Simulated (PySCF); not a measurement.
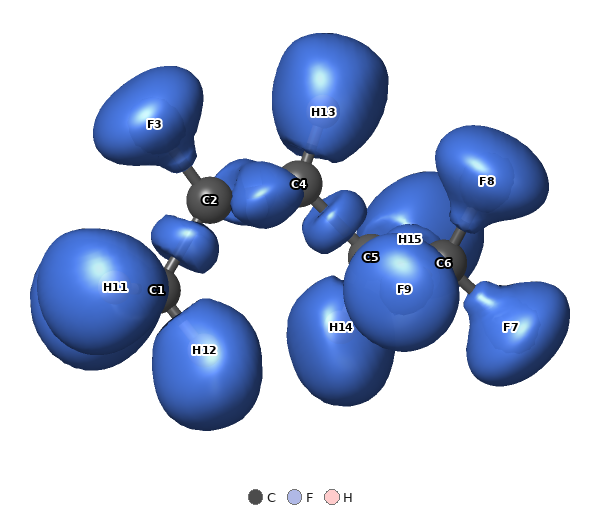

The picture shows: C5H6F4. Isosurface of the electron localisation function at 0.75 (blue), seen across its widest extent. Core shells and regions of very low density are left out.

Geometry: GFN2-xTB.

All numbers below come from PBE0/pcSseg-1, SCF density, gas phase, non-relativistic (PySCF 2.14.0).

```xyz
15

C    -2.0927    0.3460    0.4260
C    -1.0089    1.0060   -0.3496
F    -1.3543    2.2536   -0.7453
C     0.1860    0.5646   -0.7145
C     0.7552   -0.7822   -0.3928
C     1.8734   -0.6512    0.6301
F     2.4327   -1.8404    0.9098
F     2.8634    0.1476    0.2136
F     1.4388   -0.1536    1.7966
H    -2.9076    0.0660   -0.2419
H    -2.4865    1.0545    1.1529
H    -1.7343   -0.5346    0.9468
H     0.8312    1.2268   -1.2735
H     0.0094   -1.4599    0.0220
H     1.1898   -1.2352   -1.2871
```

Identify the bonds, lone pairs and shells in this picture.

Answer. At this value the surface marks out four regions between bonded C–C atoms (shared pairs), six regions around hydrogen nuclei and four regions on F in which the atom's valence shell and bonds are merged. Along the contacts the grid gives the following. C–C (1.33 Å): the ELF peaks at about 0.95 between the atoms (a short, multiple covalent bond). C–F (1.34 Å): the ELF peaks at about 0.85 between the atoms, as expected for a shared but strongly polarised pair.
